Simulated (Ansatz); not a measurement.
# BH4+ (triplet): one geometry, many settings at distance B1–H5 = 1.389 Å

What do other methods and options give for BH4+ (triplet) at this geometry, and how long do they take?

Program: Ansatz 0.2.0, Gaussian basis. Level of theory: the settings change from run to run. These are calculated values, not measurements.

17 further runs of the same task are left out: 12 that didn't finish, 5 set aside as unsound or not needed.

## Step 1: What is computed

The geometry derives from a PBE0/def2-TZVP stationary point (not a proven minimum). One bond is set to the value named and the two fragments are kept rigid.

5 atoms, charge 1, spin multiplicity 3.

Atoms are counted from 1 here; the program's logs count them from 0.

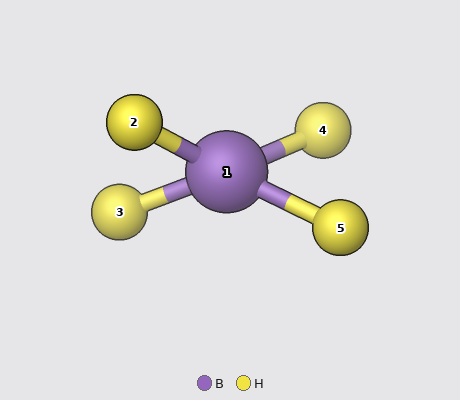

The geometry (boron purple, hydrogen yellow); atoms are numbered from 1 in the order of the file.

## Step 2: CASSCF(6,5)/STO-3G

in.yaml reads:

```yaml
crystal:
  periodic: [false, false, false]
  atoms:
    - {symbol: B, position_ang: [-0.003488, 0.003500, 0.007558]}
    - {symbol: H, position_ang: [0.468986, 0.489795, 1.064862]}
    - {symbol: H, position_ang: [-0.489279, -0.467384, 1.065803]}
    - {symbol: H, position_ang: [-0.475401, 0.474902, -1.056719]}
    - {symbol: H, position_ang: [0.533110, -0.534850, -1.155009]}
basis:
  gaussian: {orbitals: STO-3G}
total_charge: 1
magnetization: {spin_polarized: false, initial_magnetization: 2}
correlation: {active_space: {window: {electrons: 6, orbitals: 5}}}
accuracy: high
```

Launch:

```console
$ ansatz run in.yaml --threads 1 --pin off --events-out ev --progress --plain --max-ram 2393MiB
```

Output:

```text
Functional definition: HF
  name "HF"
  cite "Fock, Z. Phys. 61, 126 (1930) doi:10.1007/BF01340294"
  parent pbe
  exchange = exact_x
  correlation = 0
125 factors; integrals over basis functions are off by at most 9.5e-9 eV
mean field evaluation 1: about -711.1575 eV, gradient 7.6e0 eV
mean field evaluation 2: about -711.1677 eV, gradient 7.5e0 eV
mean field evaluation 4: about -711.4575 eV, gradient 1.4e-1 eV
mean field evaluation 8: about -711.4575 eV, gradient 2.4e-4 eV
mean field -711.45754965 eV, -26.1455827063 hartree, gradient 1.7e-8 eV, S^2 2.000000; 0 other end points of the search recorded, 0 dependent functions left out
reference -711.45754965 eV, -26.1455827063 hartree; 5, 3 occupied and 4, 6 virtual orbitals, 125 factors
state -711.85095709 eV, -26.1600401633 hartree
Total energy: -711.85095709 eV, -26.1600401633 hartree
```

Run time: 0.09 s. Hardware: 1 thread of Arm Neoverse V1, shared host.

From the report: 100 determinants; active occupations 2.00, 1.98, 1.00, 1.00, 0.02.

## Step 3: CISD/STO-3G

Changes to in.yaml since step 2:

```diff
@@ -12,3 +12,3 @@
 magnetization: {spin_polarized: false, initial_magnetization: 2}
-correlation: {active_space: {window: {electrons: 6, orbitals: 5}}}
-accuracy: high
+correlation: {active_space: {ras: {orbitals: [2, 2, 4], electrons: 6, max_holes: 2, max_particles: 2}, fixed_orbitals: true}}
+output: {forces: true}
```

Same command.

Output, cut to the lines that bear on the results:

```text
Functional definition: HF
  name "HF"
  cite "Fock, Z. Phys. 61, 126 (1930) doi:10.1007/BF01340294"
  parent pbe
[...]
112 factors; integrals over basis functions are off by at most 1.7e-5 eV
[...]
mean field -711.45753084 eV, -26.1455820152 hartree, gradient 3.1e-6 eV, S^2 2.000000; 0 other end points of the search recorded, 0 dependent functions left out
reference -711.45753084 eV, -26.1455820152 hartree; 5, 3 occupied and 4, 6 virtual orbitals, 112 factors
state -713.03596346 eV, -26.2035883440 hartree
[...]
Total energy: -713.03596346 eV, -26.2035883440 hartree
Atom 0 at    -0.003488     0.003500     0.007558 Å, force     0.438788    -0.441200    -1.946770 eV/Å
Atom 1 at     0.468986     0.489795     1.064862 Å, force     0.765774     0.645193    -0.083862 eV/Å
Atom 2 at    -0.489279    -0.467384     1.065803 Å, force    -0.646143    -0.765123    -0.082475 eV/Å
Atom 3 at    -0.475401     0.474902    -1.056719 Å, force    -0.429329     0.430208     0.398067 eV/Å
Atom 4 at     0.533110    -0.534850    -1.155009 Å, force    -0.129089     0.130922     1.715041 eV/Å
Dipole moment:     0.041589    -0.041645    -0.008642 e Å
```

Wall time 0.09 s (1 thread of Arm Neoverse V1, shared host).

From the report: 388 determinants.

## Step 4: CCSDT on ROHF/6-31G

Changes to in.yaml since step 3:

```diff
@@ -9,6 +9,7 @@
 basis:
-  gaussian: {orbitals: STO-3G}
+  gaussian: {orbitals: 6-31G}
 total_charge: 1
 magnetization: {spin_polarized: false, initial_magnetization: 2}
-correlation: {active_space: {ras: {orbitals: [2, 2, 4], electrons: 6, max_holes: 2, max_particles: 2}, fixed_orbitals: true}}
+correlation: {method: ccsdt, electrons: valence}
+scf: {lower_state_search: off}
 output: {forces: true}
```

Same command.

Output, cut to the lines that bear on the results:

```text
Functional definition: HF
  name "HF"
  cite "Fock, Z. Phys. 61, 126 (1930) doi:10.1007/BF01340294"
  parent pbe
[...]
393 factors; integrals over basis functions are off by at most 9.4e-8 eV
[...]
mean field -719.81286315 eV, -26.4526348140 hartree, gradient 2.8e-6 eV, S^2 2.000000; 0 other end points of the search recorded, 0 dependent functions left out
1 core orbitals not correlated: weight in the atoms' cores, before any rotation towards them, 1.000 or more for the frozen orbitals, at most 0.000 for the correlated occupied ones
reference -719.81286315 eV, -26.4526348140 hartree; 4, 2 occupied and 12, 14 virtual orbitals, 393 factors
second order -1.49921153 eV of doubles, -0.03765877 eV of singles
cycle   1  -1.89853076 eV  change   -3.6e-1 eV  update   4.8e-2
[...]
cycle  12  -2.11128360 eV  change    5.6e-7 eV  update   4.1e-7
[...]
Total energy: -721.92414675 eV, -26.5302230552 hartree
Atom 0 at    -0.003488     0.003500     0.007558 Å, force     0.319634    -0.321447    -1.475941 eV/Å
Atom 1 at     0.468986     0.489795     1.064862 Å, force     0.335284     0.232930    -0.070443 eV/Å
Atom 2 at    -0.489279    -0.467384     1.065803 Å, force    -0.233379    -0.335089    -0.069884 eV/Å
Atom 3 at    -0.475401     0.474902    -1.056719 Å, force    -0.168016     0.168486     0.284455 eV/Å
Atom 4 at     0.533110    -0.534850    -1.155009 Å, force    -0.253523     0.255120     1.331813 eV/Å
Dipole moment:     0.027932    -0.027962     0.002198 e Å
Checks for a lower state left out: starts, cluster_reference, orbital_swaps, neighbouring_geometries, increment
```

Wall time 1.3 s (1 thread of Arm Neoverse V1, shared host).

From the report: correlation -2.1113 eV; T1 0.012; largest double amplitude 0.04.

## Step 5: NEVPT4(SD)(2,5)/cc-pVDZ

Changes to in.yaml since step 4:

```diff
@@ -9,7 +9,6 @@
 basis:
-  gaussian: {orbitals: 6-31G}
+  gaussian: {orbitals: cc-pVDZ}
 total_charge: 1
 magnetization: {spin_polarized: false, initial_magnetization: 2}
-correlation: {method: ccsdt, electrons: valence}
-scf: {lower_state_search: off}
-output: {forces: true}
+correlation: {method: fic_nevpt4_sd, electrons: outside_noble_gas, active_space: {window: {electrons: 2, orbitals: 5}}}
+accuracy: high
```

Same command.

Output:

```text
Functional definition: HF
  name "HF"
  cite "Fock, Z. Phys. 61, 126 (1930) doi:10.1007/BF01340294"
  parent pbe
  exchange = exact_x
  correlation = 0
730 factors; integrals over basis functions are off by at most 2.8e-9 eV
mean field evaluation 1: about -720.1251 eV, gradient 1.1e1 eV
mean field evaluation 2: about -720.1258 eV, gradient 1.1e1 eV
mean field evaluation 4: about -720.6990 eV, gradient 4.6e-1 eV
mean field evaluation 8: about -720.7011 eV, gradient 2.3e-4 eV
mean field -720.70113724 eV, -26.4852782847 hartree, gradient 8.5e-8 eV, S^2 2.000000; 0 other end points of the search recorded, 0 dependent functions left out
reference -720.70113724 eV, -26.4852782847 hartree; 5, 3 occupied and 29, 31 virtual orbitals, 730 factors
state -720.74235159 eV, -26.4867928844 hartree
state -720.74235159 eV, -26.4867928844 hartree; corrected -723.87611020 eV, -26.6019563889 hartree
WARN: 1 active orbitals are nearly empty or full. The corrections depend on them more than the energy does, and are more stable in an active space without them
Total energy: -723.87611020 eV, -26.6019563889 hartree
```

Wall time 1.1 s (1 thread of Arm Neoverse V1, shared host).

From the report: 12 determinants; active occupations 1.00, 1.00, 0.00, 0.00, 0.00. The report marks this result as in doubt.

## Step 6: NEVPT2(6,6)/cc-pVDZ

Changes to in.yaml since step 5:

```diff
@@ -12,3 +12,2 @@
 magnetization: {spin_polarized: false, initial_magnetization: 2}
-correlation: {method: fic_nevpt4_sd, electrons: outside_noble_gas, active_space: {window: {electrons: 2, orbitals: 5}}}
-accuracy: high
+correlation: {method: sc_nevpt2, electrons: outside_noble_gas, active_space: {window: {electrons: 6, orbitals: 6}}}
```

Launched as before.

Output, cut to the lines that bear on the results:

```text
Functional definition: HF
  name "HF"
  cite "Fock, Z. Phys. 61, 126 (1930) doi:10.1007/BF01340294"
  parent pbe
[...]
305 factors; integrals over basis functions are off by at most 1.7e-3 eV
[...]
mean field -720.70113192 eV, -26.4852780894 hartree, gradient 1.5e-6 eV, S^2 2.000000; 0 other end points of the search recorded, 0 dependent functions left out
reference -720.70113192 eV, -26.4852780894 hartree; 5, 3 occupied and 29, 31 virtual orbitals, 305 factors
state -721.42492395 eV, -26.5118769557 hartree
state -721.42492395 eV, -26.5118769557 hartree; corrected -723.24473393 eV, -26.5787537391 hartree
state -721.40131204 eV, -26.5110092341 hartree
state -721.40131204 eV, -26.5110092341 hartree; corrected -723.23405253 eV, -26.5783612049 hartree
state -721.42492395 eV, -26.5118769557 hartree; corrected -723.24473393 eV, -26.5787537391 hartree
the orbitals are reached from a further start. From the first start the search ends at -721.40131080 eV, -26.5110091885 hartree
Total energy: -723.24473393 eV, -26.5787537391 hartree
```

It took 0.96 s on 1 thread of Arm Neoverse V1, shared host.

From the report: 200 determinants; active occupations 2.00, 1.97, 1.00, 1.00, 0.02, 0.02.

## Step 7: CCSDT(Q) on ROHF/cc-pVDZ

Changes to in.yaml since step 6:

```diff
@@ -12,2 +12,3 @@
 magnetization: {spin_polarized: false, initial_magnetization: 2}
-correlation: {method: sc_nevpt2, electrons: outside_noble_gas, active_space: {window: {electrons: 6, orbitals: 6}}}
+correlation: {method: ccsdt_q, electrons: all}
+scf: {lower_state_search: light}
```

Same command.

Output:

```text
Functional definition: HF
  name "HF"
  cite "Fock, Z. Phys. 61, 126 (1930) doi:10.1007/BF01340294"
  parent pbe
  exchange = exact_x
  correlation = 0
627 factors; integrals over basis functions are off by at most 1.3e-7 eV
mean field evaluation 1: about -720.1251 eV, gradient 1.1e1 eV
mean field evaluation 2: about -720.1258 eV, gradient 1.1e1 eV
mean field evaluation 4: about -720.6990 eV, gradient 4.6e-1 eV
mean field evaluation 8: about -720.7011 eV, gradient 2.3e-4 eV
mean field evaluation 16: about -720.7008 eV, gradient 1.4e-1 eV
mean field -720.70113721 eV, -26.4852782836 hartree, gradient 1.5e-6 eV, S^2 2.000000; 0 other end points of the search recorded, 0 dependent functions left out
reference -720.70113721 eV, -26.4852782836 hartree; 5, 3 occupied and 29, 31 virtual orbitals, 627 factors
second order -2.46357032 eV of doubles, -0.10115926 eV of singles
cycle   1  -3.03111655 eV  change   -4.6e-1 eV  update   5.0e-2
cycle   2  -3.26164802 eV  change   -2.3e-1 eV  update   2.1e-2
cycle   3  -3.27178286 eV  change   -1.0e-2 eV  update   5.9e-3
cycle   4  -3.27531012 eV  change   -3.5e-3 eV  update   2.3e-3
cycle   5  -3.27395414 eV  change    1.4e-3 eV  update   8.4e-4
cycle   6  -3.27391852 eV  change    3.6e-5 eV  update   2.9e-4
cycle   7  -3.27414067 eV  change   -2.2e-4 eV  update   1.3e-4
cycle   8  -3.27411508 eV  change    2.6e-5 eV  update   5.1e-5
cycle   9  -3.27409213 eV  change    2.3e-5 eV  update   1.7e-5
cycle  10  -3.27410099 eV  change   -8.9e-6 eV  update   6.9e-6
cycle  11  -3.27410195 eV  change   -9.6e-7 eV  update   2.8e-6
cycle  12  -3.27410057 eV  change    1.4e-6 eV  update   1.0e-6
cycle  13  -3.27409963 eV  change    9.4e-7 eV  update   3.4e-7
cycle  14  -3.27409938 eV  change    2.5e-7 eV  update   1.2e-7
perturbative correction -0.00117817 eV, -0.0000432970 hartree
Total energy: -723.97641476 eV, -26.6056425135 hartree
```

Wall time 9 s (1 thread of Arm Neoverse V1, shared host).

From the report: correlation -3.2753 eV; T1 0.016; largest double amplitude 0.04.

## Step 8: NEVPT4(SD)(6,5)/cc-pVDZ

Changes to in.yaml since step 7:

```diff
@@ -12,3 +12,2 @@
 magnetization: {spin_polarized: false, initial_magnetization: 2}
-correlation: {method: ccsdt_q, electrons: all}
-scf: {lower_state_search: light}
+correlation: {method: fic_nevpt4_sd, electrons: outside_noble_gas, active_space: {window: {electrons: 6, orbitals: 5}, states: [{multiplicity: 3, weights: [1, 0.5]}, {multiplicity: 5, weights: [1]}], root: 0}}
```

Launched as before.

Output, cut to the lines that bear on the results:

```text
Functional definition: HF
  name "HF"
  cite "Fock, Z. Phys. 61, 126 (1930) doi:10.1007/BF01340294"
  parent pbe
[...]
627 factors; integrals over basis functions are off by at most 1.3e-7 eV
[...]
mean field -720.70113721 eV, -26.4852782836 hartree, gradient 1.5e-6 eV, S^2 2.000000; 0 other end points of the search recorded, 0 dependent functions left out
reference -720.70113721 eV, -26.4852782836 hartree; 5, 3 occupied and 29, 31 virtual orbitals, 627 factors
state -720.88675666 eV, -26.4920996726 hartree
state -714.95171271 eV, -26.2739908303 hartree
state -720.88675666 eV, -26.4920996726 hartree; corrected -723.84913491 eV, -26.6009650652 hartree
state -714.95171271 eV, -26.2739908303 hartree; corrected -718.18206595 eV, -26.3927041224 hartree
state -710.08963817 eV, -26.0953128867 hartree
state -710.08963817 eV, -26.0953128867 hartree; corrected -712.73949620 eV, -26.1926933731 hartree
Total energy: -723.84913491 eV, -26.6009650652 hartree
```

It took 0.78 s on 1 thread of Arm Neoverse V1, shared host.

From the report: 48 determinants; active occupations (of the averaged states) 1.99, 1.41, 1.18, 1.00, 0.42.

## Step 9: NEVPT4(SD)(6,5)/cc-pVDZ

Changes to in.yaml since step 8:

```diff
@@ -12,2 +12,3 @@
 magnetization: {spin_polarized: false, initial_magnetization: 2}
-correlation: {method: fic_nevpt4_sd, electrons: outside_noble_gas, active_space: {window: {electrons: 6, orbitals: 5}, states: [{multiplicity: 3, weights: [1, 0.5]}, {multiplicity: 5, weights: [1]}], root: 0}}
+correlation: {method: fic_nevpt4_sd, electrons: outside_noble_gas, active_space: {window: {electrons: 6, orbitals: 5}, states: [{multiplicity: 3, weights: [1, 1, 1]}]}}
+accuracy: high
```

Same command.

Output, cut to the lines that bear on the results:

```text
Functional definition: HF
  name "HF"
  cite "Fock, Z. Phys. 61, 126 (1930) doi:10.1007/BF01340294"
  parent pbe
[...]
730 factors; integrals over basis functions are off by at most 2.8e-9 eV
[...]
mean field -720.70113724 eV, -26.4852782847 hartree, gradient 8.5e-8 eV, S^2 2.000000; 0 other end points of the search recorded, 0 dependent functions left out
reference -720.70113724 eV, -26.4852782847 hartree; 5, 3 occupied and 29, 31 virtual orbitals, 730 factors
state -720.91897873 eV, -26.4932838118 hartree
state -715.14058529 eV, -26.2809317697 hartree
state -714.94875368 eV, -26.2738820881 hartree
state -720.91897873 eV, -26.4932838118 hartree; corrected -723.84672424 eV, -26.6008764748 hartree
state -715.14058529 eV, -26.2809317697 hartree; corrected -718.15017185 eV, -26.3915320357 hartree
state -714.94875368 eV, -26.2738820881 hartree; corrected -718.22511763 eV, -26.3942862424 hartree
Total energy: -720.07400457 eV, -26.4622315843 hartree
```

Wall time 0.88 s (1 thread of Arm Neoverse V1, shared host).

From the report: 48 determinants; active occupations (of the averaged states) 1.98, 1.35, 1.33, 1.30, 0.04.

## Step 10: CCSDT on UHF/cc-pVDZ

Changes to in.yaml since step 9:

```diff
@@ -11,4 +11,5 @@
 total_charge: 1
-magnetization: {spin_polarized: false, initial_magnetization: 2}
-correlation: {method: fic_nevpt4_sd, electrons: outside_noble_gas, active_space: {window: {electrons: 6, orbitals: 5}, states: [{multiplicity: 3, weights: [1, 1, 1]}]}}
-accuracy: high
+magnetization: {spin_polarized: true, initial_magnetization: 2}
+hamiltonian: {pseudopotentials: {relativity: scalar}}
+correlation: {method: ccsdt, electrons: outside_noble_gas, diis_vectors: 12}
+output: {forces: true}
```

Launched as before.

Output, cut to the lines that bear on the results:

```text
Functional definition: HF
  name "HF"
  cite "Fock, Z. Phys. 61, 126 (1930) doi:10.1007/BF01340294"
  parent pbe
[...]
627 factors; integrals over basis functions are off by at most 1.3e-7 eV
[...]
mean field -721.03158046 eV, -26.4974218493 hartree, gradient 3.0e-6 eV, S^2 2.011831; 0 other end points of the search recorded, 0 dependent functions left out
1 core orbitals not correlated: weight in the atoms' cores, before any rotation towards them, 1.000 or more for the frozen orbitals, at most 0.000 for the correlated occupied ones
reference -721.03158046 eV, -26.4974218493 hartree; 4, 2 occupied and 29, 31 virtual orbitals, 627 factors
second order -2.33034025 eV of doubles, -0.00000000 eV of singles
cycle   1  -2.80084320 eV  change   -4.7e-1 eV  update   5.2e-2
[...]
cycle  13  -3.06693291 eV  change    1.2e-7 eV  update   3.1e-7
[...]
Total energy: -724.09851337 eV, -26.6101295548 hartree
Relativity: scalar
Atom 0 at    -0.003488     0.003500     0.007558 Å, force     0.394842    -0.396925    -1.663816 eV/Å
Atom 1 at     0.468986     0.489795     1.064862 Å, force     0.204286     0.104936     0.180135 eV/Å
Atom 2 at    -0.489279    -0.467384     1.065803 Å, force    -0.104991    -0.203990     0.180438 eV/Å
Atom 3 at    -0.475401     0.474902    -1.056719 Å, force    -0.026044     0.026093     0.019808 eV/Å
Atom 4 at     0.533110    -0.534850    -1.155009 Å, force    -0.468094     0.469887     1.283436 eV/Å
Dipole moment:     0.028283    -0.028319    -0.003639 e Å
```

It took 13 s on 1 thread of Arm Neoverse V1, shared host; peak memory 0.26 GiB.

From the report: ⟨S²⟩ of the determinant 2.012 (pure triplet: 2.00); correlation -3.0669 eV; T1 0.013; largest double amplitude 0.04.

## Step 11: All runs side by side

Where basis and cores are those of an earlier FCI/cc-pVDZ run (-723.9257 eV), and the state is the same kind, the miss against it is given. † marks a result that the program doubts.

| level | correlated | functions | energy (eV) | from FCI (meV) | time |
| --- | --- | --- | --- | --- | --- |
| CASSCF(6,5)/STO-3G |  | 9 | -711.8510 |  | 0.09 s |
| CISD/STO-3G | outside noble gas | 9 | -713.0360 |  | 0.09 s |
| CCSDT on ROHF/6-31G | valence | 17 | -721.9241 |  | 1.3 s |
| NEVPT4(SD)(2,5)/cc-pVDZ † | outside noble gas | 34 | -723.8761 | 49.5 | 1.1 s |
| NEVPT2(6,6)/cc-pVDZ | outside noble gas | 34 | -723.2447 | 680.9 | 0.96 s |
| CCSDT(Q) on ROHF/cc-pVDZ | all | 34 | -723.9764 |  | 9 s |
| NEVPT4(SD)(6,5)/cc-pVDZ (lowest root of an average) | outside noble gas | 34 | -723.8491 |  | 0.78 s |
| NEVPT4(SD)(6,5)/cc-pVDZ (mean of several states) | outside noble gas | 34 | -720.0740 |  | 0.88 s |
| CCSDT on UHF/cc-pVDZ (relativity set) | outside noble gas | 34 | -724.0985 |  | 13 s |

## Step 12: Outcome

| quantity | value |
| --- | --- |
| runs | 9 |
| quickest | CASSCF(6,5)/STO-3G, 0.09 s |
| slowest | CCSDT on UHF/cc-pVDZ (relativity set), 13 s |

**Reading.** Total energies in different bases, with other cores or another treatment of relativity can't be set against each other. CCSDT on UHF/cc-pVDZ (relativity set) took 145 times as long as CASSCF(6,5)/STO-3G; the jobs differ in more than the method. Among the correlated runs with a miss given, it spans +50 to +681 meV.
